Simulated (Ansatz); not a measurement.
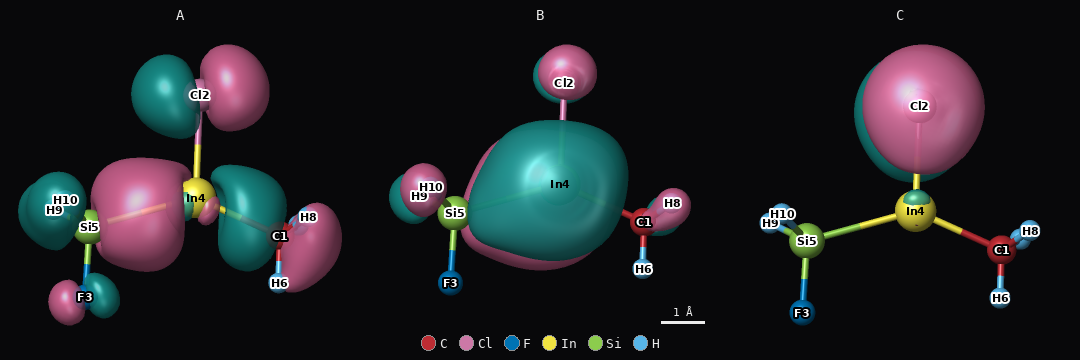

*CH5ClFInSi. Three frontier orbitals at ±0.08 Å⁻³ᐟ² (teal and pink are the two phases), in no order.*

Geometry: PBE0-D3(BJ)/def2-SVP; core potentials replace the inner electrons of In.

Computed with isolated molecule in a Gaussian basis; Kohn-Sham density functional theory, functional PBE0 in Ansatz.

```xyz
10

C    -0.1024   -2.1476   -0.3940
Cl    2.1776    0.8294   -0.3553
F    -3.1850    1.4616    0.1494
In   -0.0534   -0.0073   -0.2302
Si   -1.6425    1.9972    0.0614
H    -1.1260   -2.5371   -0.3138
H     0.3280   -2.4340   -1.3647
H     0.5214   -2.5746    0.4047
H    -1.5483    2.9374   -1.0947
H    -1.3446    2.7469    1.3178
```

Which picture is the HOMO−1, the HOMO and the LUMO?

C is the HOMO−1 (−8.63 eV). It lies mainly on Cl2 (about 90 %); largely a lone pair of Cl2. A is the HOMO (−7.62 eV). It lies mainly on Cl2 (about 25 %), Si5 (about 25 %), In4 (about 20 %) and C1 (about 20 %). B is the LUMO (−2.08 eV). Its weight (Hirshfeld) is mainly on In4 (about 70 %), Si5 (about 15 %) and Cl2 (about 5 %).

What is the HOMO–LUMO gap?

5.54 eV between the orbital energies.
